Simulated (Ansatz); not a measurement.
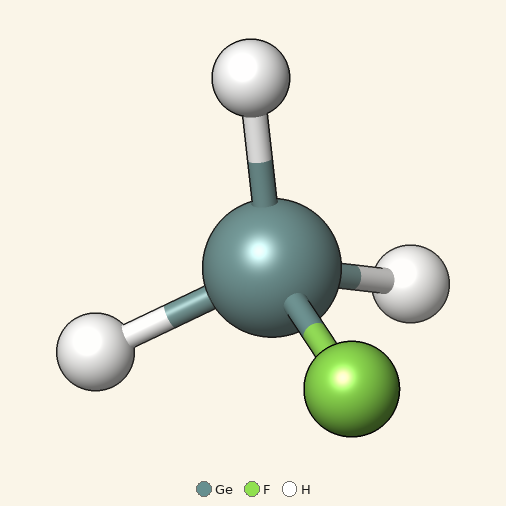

The picture shows a molecular structure as a ball-and-stick model. Every bond is drawn as one stick, whatever its order.

Identify the structure.

Formula FGeH₃. The point group is C3v. Coordination: 1 Ge tetrahedral.

The parts below concern this one geometry. Atoms keep their numbers from picture to picture. The computed structure is the end point of a PBE0-D4/def2-TZVP optimisation.

### Shape

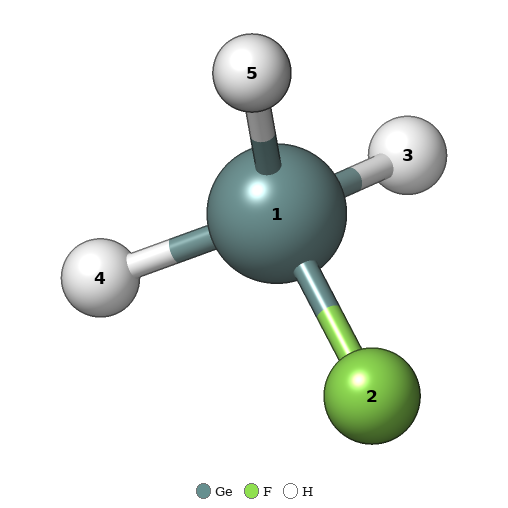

Numbered structure.

Estimate the angles F2–Ge1–H3, H3–Ge1–H4.

```
    angle  degrees
F2–Ge1–H3    106.3
H3–Ge1–H4    112.5
```

### Electronic properties

Method: RKS PBE0-D4/def2-TZVP (Ansatz 0.2.0).

Computed properties:

- dipole moment: 2.12 D
- harmonic zero-point energy: 66.6 kJ/mol

### Vibrations

Harmonic vibrations computed with RKS PBE0-D4/def2-TZVP (Ansatz 0.2.0) at a stationary point of the same level.

How many vibrational modes are there, and where do they lie?

9 modes: 636, 636, 699, 870, 871, 873, 2179, 2189, 2189 cm⁻¹.

### Charges

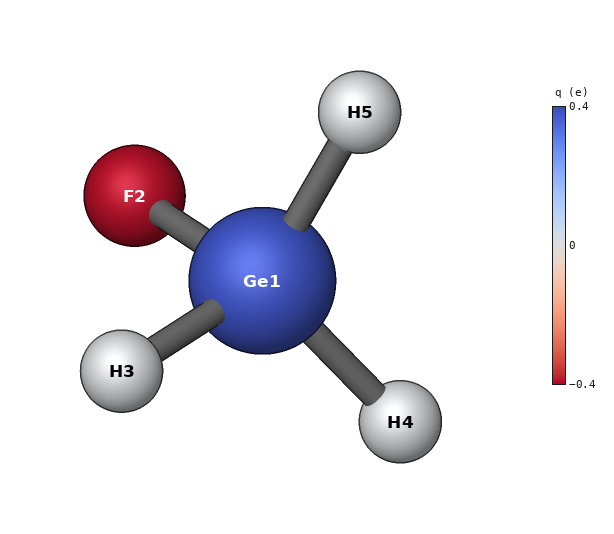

Atoms are coloured by their Mulliken charges. Level of theory: RKS PBE0-D4/def2-TZVP (Ansatz 0.2.0).

Give the Mulliken charges atom by atom.

```json
{"atom": "Ge1", "value (e)": "0.38"}
{"atom": "F2", "value (e)": "−0.39"}
{"atom": "H3", "value (e)": "0.00"}
{"atom": "H4", "value (e)": "0.00"}
{"atom": "H5", "value (e)": "0.00"}
```

Mulliken values depend strongly on the basis set and can even reverse the polarity of a bond.
